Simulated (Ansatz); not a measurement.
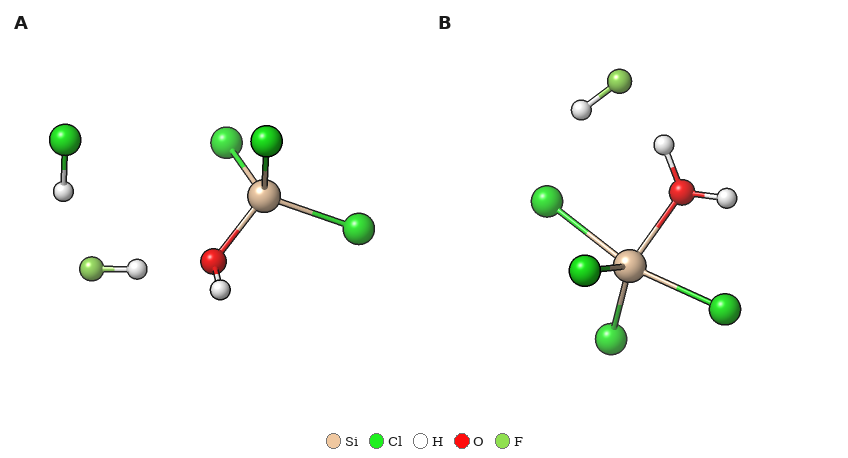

2 stationary structures of one formula. Geometries: PBE0-D4/def2-TZVP. Electronic energies: RHF-MP2 (frozen core)/def2-QZVPP (Ansatz 0.2.0), without zero-point energy. Each is one conformer, not always the lowest.

Which is lowest in energy, and by how much?

Answer. A is lowest (a minimum); B lies 78.7 kJ/mol above it (a minimum).

Give E(B) − E(A) in kJ/mol at these levels too: B3LYP-D4/def2-TZVPP; PBE0-D4/def2-TZVP; ωB97M-V/def2-SVP; SPW92 (LDA)/def2-TZVPP; PBE-D4/STO-3G; B3LYP-D4/6-31G; PBE-D4/def2-SVP; PBE0-D4/def2-SVP.

```tsv
level	E(B) − E(A) (kJ/mol)
B3LYP-D4/def2-TZVPP	+90.8
PBE0-D4/def2-TZVP	+74.7
ωB97M-V/def2-SVP	+49.0
SPW92 (LDA)/def2-TZVPP	+22.9
PBE-D4/STO-3G	−150.2
B3LYP-D4/6-31G	+12.9
PBE-D4/def2-SVP	+39.7
PBE0-D4/def2-SVP	+48.4
```
